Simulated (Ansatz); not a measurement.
Electronic density of states of amorphous In$_{9}$Ga$_{9}$Zn$_{9}$O$_{37}$K$_{2}$, density 5.63 g/cm³, on a 2×2×2 Γ-centred mesh with a Gaussian width of 0.1 eV; energies count from the Fermi level, whose place inside the gap is arbitrary. Cell and mesh are small, so fine structure isn't converged. Computed with PBE, scalar-relativistic without spin-orbit coupling (plane waves to 420 eV, PAW; Ansatz, a quantum-chemistry and plane-wave program). Sampling: a 2×2×2 Γ-centred mesh; Fermi-Dirac width 0.02 eV; no spin polarisation.

Preparation: random packing, a CHGNet melt and quench, and a DFT relaxation. O atoms were pushed apart under 1.9 Å during the dynamics, to hinder bonds among them. The hot cell started wider than the set density and was brought back towards it in steps. It is the lowest in DFT energy of 2 quenches. It is a model cell: composition and starting density were chosen by hand, and all elements were melted together. No dispersion term was used. Its density started from a set value of 5.63 and ended at 5.63 g/cm³. Cooling (nominally 210 K/ps over its main leg) ran many orders faster than in experiment, which tends to leave more defects and strain. Values belong to this one cell and scatter from quench to quench. The volume was held where the preparation left it and the shape relaxed, at a PBE pressure of 4.2 GPa. Stress components on the final sampling reach 4.3 GPa.

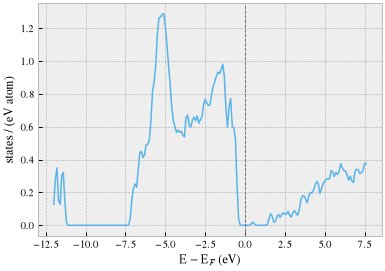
*Density of states per atom*

The gap on this mesh is 1.02 eV; the broadening fills part of it in the curve.
